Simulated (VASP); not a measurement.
Band structure of CuAu (L1_0). These are r2SCAN meta-GGA, VASP's PBE PAW potentials (set 64) (plane waves; VASP 6.6.1) values and carry that method's errors.

Unless said otherwise, spin-orbit coupling is left out, though it shifts the bands of the heavy elements here.

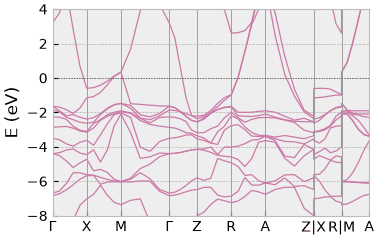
*Bands along high-symmetry lines, zero at the valence-band maximum or, without a gap, the Fermi level*

Question: Read the plot: is there a gap, and where are the band edges?

Answer: It has no gap at this level: it comes out as a metal or semimetal.

The compound is CuAu in the L1_0 structure. It was relaxed first.
